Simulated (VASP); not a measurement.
Band structure of GaN (wurtzite). Computed with PBE GGA, VASP's PBE PAW potentials (set 64) (plane waves; VASP).

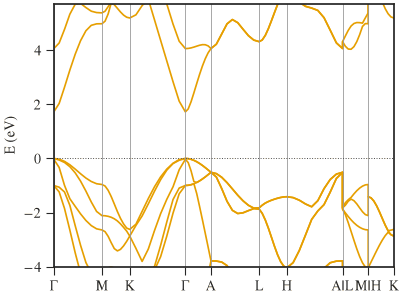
Bands along high-symmetry lines, zero at the valence-band maximum or, without a gap, the Fermi level

Task: Read the plot: is there a gap, and where are the band edges?

Result: The gap is direct, 1.72 eV, from the valence maximum at Γ to the conduction minimum at Γ. (Edges off the drawn lines would not show.)

Measured: gap 3.68 eV (computed value off by -1.96 eV), as given by Wei Chen et al., Physical Review Materials (2018), doi:10.1103/physrevmaterials.2.073803 [zero-point renormalisation of 0.17 eV added back (the table's ZPR column)].

The compound is GaN in the wurtzite structure. It was relaxed first.
